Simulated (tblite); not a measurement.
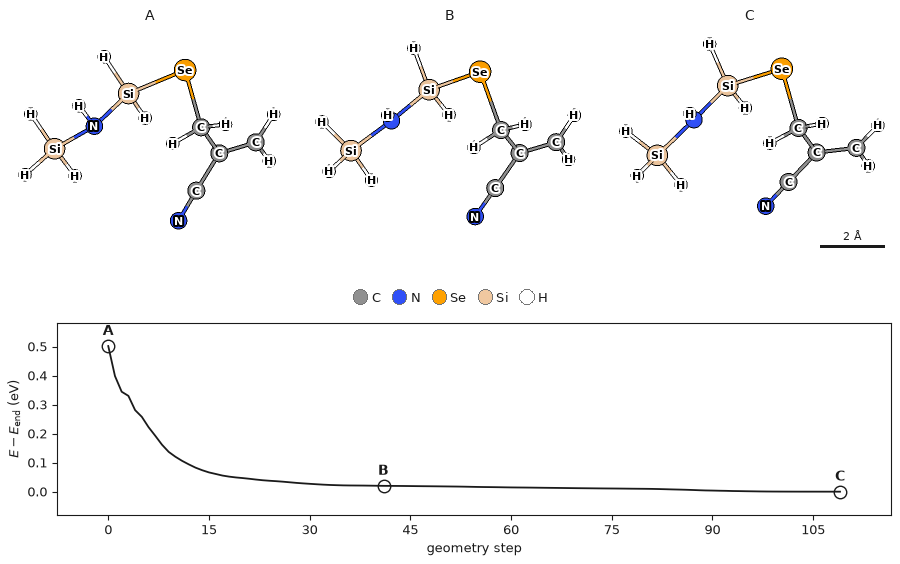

Frames of a relaxation of C₄H₁₀N₂SeSi₂, marked on the history of the run. The picture is a ball-and-stick view, seen at a tilt.

The calculation used GFN2-xTB geometry optimisation, gas phase in tblite 0.8.0. 

**Describe the path.**

The largest move after the best rigid fit is that of an N atom, 0.67 Å. By element the largest moves are N 0.67 Å, H 0.57 Å, C 0.40 Å, Si 0.29 Å, Se 0.12 Å. Near-neighbour distances that change, for instance: N–Si 1.788 → 1.716 Å, C–Se 1.947 → 1.998 Å, N–Si 1.794 → 1.745 Å, C–C 1.450 → 1.416 Å. Bond angles that change, for instance: Si–N–Si 107.6° → 127.6°, Si–N–H 106.4° → 115.4°, Si–N–H 107.5° → 115.3°. After 109 geometry steps the energy has fallen by 0.502 eV. The run took 2.1 s on 1 thread of Arm Neoverse N1, with other jobs on the host. From step 0 to 41: N and H atoms move most (0.41 Å), energy −0.482 eV. From step 41 to 109: an N atom moves most (0.53 Å), energy −0.020 eV.
